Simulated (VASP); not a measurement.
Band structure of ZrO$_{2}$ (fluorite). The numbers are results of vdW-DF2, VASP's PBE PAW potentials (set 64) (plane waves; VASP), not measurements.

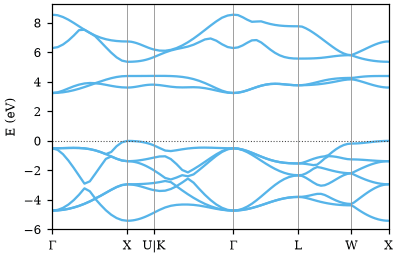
Bands along high-symmetry lines, zero at the valence-band maximum or, without a gap, the Fermi level

Question: Read the plot: is there a gap, and where are the band edges?

Answer: The gap is indirect, 3.25 eV, from the valence maximum at X to the conduction minimum at Γ. (Edges off the drawn lines would not show.)

The compound is ZrO2 in the fluorite structure, the high-temperature cubic form, which is unstable at 0 K; the monoclinic form is the stable one. It was relaxed first, which changed the volume by +7 %.
